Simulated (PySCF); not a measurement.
NMR shielding calculation of C$_{6}$H$_{12}$O$_{2}$S

- system: C$_{6}$H$_{12}$O$_{2}$S
- method: GIAO WP04/6-31G* NMR shielding, non-relativistic, gas phase (PySCF 2.14.0)

The geometry comes from this level: GFN2-xTB. Figures and captions count atoms from 1; the log counts them from 0 in places.

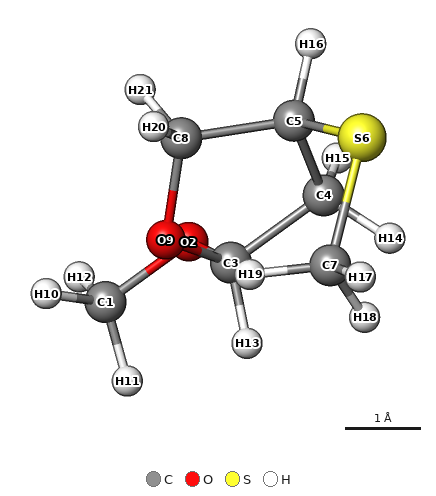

The structure as given in the input (ball-and-stick view, seen at a tilt; atoms are numbered from 1 in the order of the input). Bond lengths as drawn: C–C 1.53 to 1.54 Å, C–H 1.08 to 1.10 Å, C–O 1.40 to 1.41 Å and C–S 1.82 to 1.83 Å.

**Input file**
```
{"job": {"xc": "WP04", "basis": "6-31G*", "kind": "nmr", "pop": true}, "charge": 0, "multiplicity": 1}
C      2.944475     0.772550     0.595088
O      2.121225    -0.174754    -0.050667
C      0.822544     0.281932    -0.302055
C      0.085345    -0.826481    -1.076078
C     -0.951682    -1.351627    -0.080784
S     -2.674829    -0.946845    -0.540190
C     -2.643031     0.867711    -0.596652
C     -0.522045    -0.707092     1.239270
O      0.097619     0.511450     0.878798
H      2.516622     1.074761     1.555132
H      3.076816     1.661455    -0.032939
H      3.903497     0.284645     0.752182
H      0.862065     1.248637    -0.831758
H     -0.374099    -0.448979    -1.986797
H      0.809323    -1.596148    -1.338712
H     -0.961378    -2.438424    -0.017108
H     -3.673017     1.180939    -0.731778
H     -2.040926     1.203480    -1.436057
H     -2.249205     1.258277     0.335412
H     -1.352507    -0.479561     1.908161
H      0.194268    -1.358984     1.757061
```

The first line tells a small driver script what to run in PySCF; the rest is the geometry in Å.

Run on 1 CPU thread, shared host.

Launch command:
```bash
OMP_NUM_THREADS=1 python <driver script> task.json out
```

**Output**
```
coarse grid: 17752 points
cycle   1  E = -797.1697982821  dE =  1.047e+00  |g| = 1.094e+00  |ddm| = 4.346e+00
cycle   2  E = -796.8600124487  dE =  3.098e-01  |g| = 1.671e+00  |ddm| = 2.560e+00
cycle   3  E = -797.4097386083  dE = -5.497e-01  |g| = 1.549e-01  |ddm| = 1.743e+00
cycle   4  E = -797.4146532300  dE = -4.915e-03  |g| = 5.548e-02  |ddm| = 2.016e-01
cycle   5  E = -797.4153574084  dE = -7.042e-04  |g| = 1.703e-02  |ddm| = 6.601e-02
cycle   6  E = -797.4154235737  dE = -6.617e-05  |g| = 5.799e-03  |ddm| = 2.593e-02
cycle   7  E = -797.4154320868  dE = -8.513e-06  |g| = 1.044e-03  |ddm| = 6.625e-03
final grid: 165880 points
cycle   8  E = -797.2963281872  dE = -5.094e-05  |g| = 1.336e-02  |ddm| = 3.817e-02
cycle   9  E = -797.2962821075  dE =  4.608e-05  |g| = 1.985e-02  |ddm| = 2.649e-02
cycle  10  E = -797.2963701539  dE = -8.805e-05  |g| = 1.714e-03  |ddm| = 1.633e-02
cycle  11  E = -797.2963708118  dE = -6.579e-07  |g| = 3.110e-04  |ddm| = 1.892e-03
cycle  12  E = -797.2963708316  dE = -1.972e-08  |g| = 9.768e-05  |ddm| = 4.073e-04
cycle  13  E = -797.2963708339  dE = -2.353e-09  |g| = 3.746e-05  |ddm| = 1.576e-04
cycle  14  E = -797.2963708343  dE = -3.486e-10  |g| = 6.778e-06  |ddm| = 3.742e-05
```

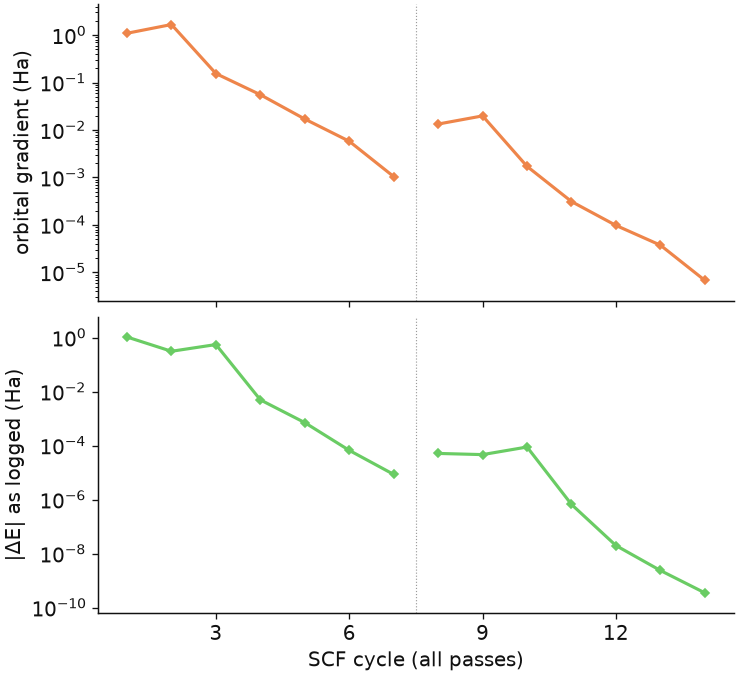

Convergence of the self-consistent field: orbital gradient and size of the energy change against the SCF cycle. The dotted line marks the change from a coarse to the final integration grid. The first 7 cycles use a coarse grid, the final grid takes over at cycle 8, and the field converges after 14 cycles in all.

```
converged SCF energy = -797.2963708343

GIAO shielding tensors (ppm)
atom      isotropic    diamagn.    paramagn.     s11        s22        s33       span
  0 C      132.538     245.055    -112.518    103.703    114.528    179.383     75.680
  1 O      259.494     394.961    -135.468    211.637    267.281    299.562     87.925
  2 C       81.997     244.540    -162.543     51.831     87.514    106.646     54.815
  3 C      142.806     252.509    -109.704    115.222    145.800    167.396     52.173
  4 C      138.184     249.207    -111.023    123.119    144.105    147.327     24.208
  5 S      465.991    1055.848    -589.857    325.808    409.951    662.213    336.405
  6 C      169.101     253.169     -84.067    155.212    167.507    184.585     29.373
  7 C      111.497     247.187    -135.690     73.788    113.766    146.938     73.150
  8 O      231.541     398.056    -166.515    196.825    213.015    284.784     87.959
  9 H       29.038      29.813      -0.775     24.521     27.946     34.647     10.126
 10 H       29.721      29.155       0.565     26.246     27.359     35.556      9.310
 11 H       29.400      28.565       0.835     25.582     27.231     35.388      9.806
 12 H       27.527      32.641      -5.114     24.263     27.954     30.363      6.100
 13 H       30.319      32.410      -2.091     26.191     30.839     33.928      7.737
 14 H       30.155      31.633      -1.478     25.627     29.763     35.076      9.448
 15 H       29.816      29.858      -0.042     25.061     28.450     35.936     10.876
 16 H       31.126      29.113       2.013     26.332     28.060     38.987     12.655
 17 H       30.704      32.776      -2.072     26.660     29.637     35.814      9.154
 18 H       30.268      32.568      -2.300     25.120     30.763     34.920      9.800
 19 H       28.627      30.843      -2.217     25.071     28.063     32.747      7.676
 20 H       28.341      30.953      -2.612     23.628     27.787     33.607      9.980
```

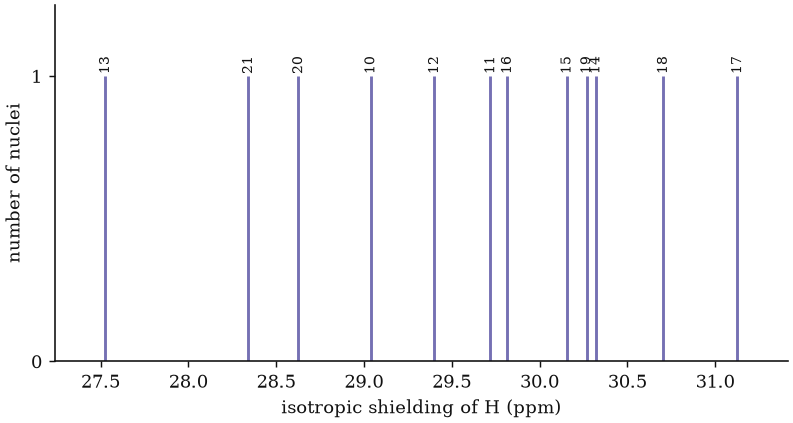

Isotropic shieldings of the hydrogen nuclei in this fixed geometry, labelled by atom number; shielding grows to the right, so chemical shift grows to the left. The least shielded is H13 (27.5 ppm), the most shielded H17 (31.1 ppm).

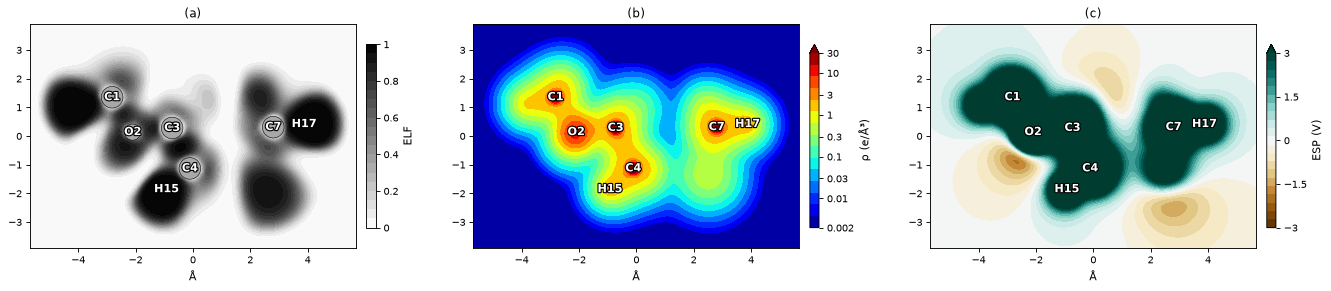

(a) electron localisation function; (b) electron density; (c) molecular electrostatic potential on the plane of atoms C3, C4 and H15. Grey discs, where drawn, cover atomic cores. The section cuts through C, O and H sites. C–C (1.54 Å): ρ is about 1.7 e/Å³ halfway; the ELF peaks at about 0.95 between the atoms (localised, shared-pair bonding). C–H (1.09 Å): ρ is about 2 e/Å³ halfway; the ELF climbs to about 1 towards the hydrogen, as it does in any bond to H; a covalent bond by its length.

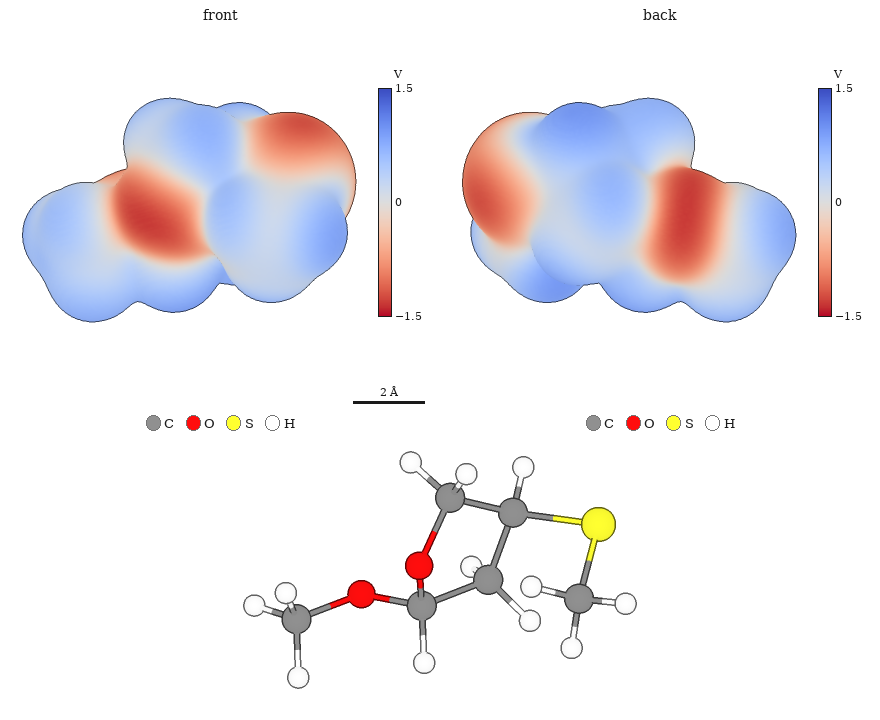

The electrostatic potential painted on the density surface at 0.002 e/bohr³, seen at a tilt and from behind; the colour scale runs from red (negative) to blue (positive). The bare structure is drawn below in the same view. A positive charge is drawn to the negative regions and a negative charge to the positive ones.

**Results in brief**

| quantity | value |
| --- | --- |
| outcome | converged |
| total energy | −797.296371 hartree |
| HOMO | −7.21 eV |
| LUMO | −0.54 eV |
| dipole moment | 1.38 D |
| isotropic shielding, C | 82.0 to 169.1 ppm |
| isotropic shielding, O | 231.5 to 259.5 ppm |
| isotropic shielding, S | 466.0 ppm |
| isotropic shielding, H | 27.5 to 31.1 ppm |
| wall time | 33 s |
| peak memory | 0.86 GiB |
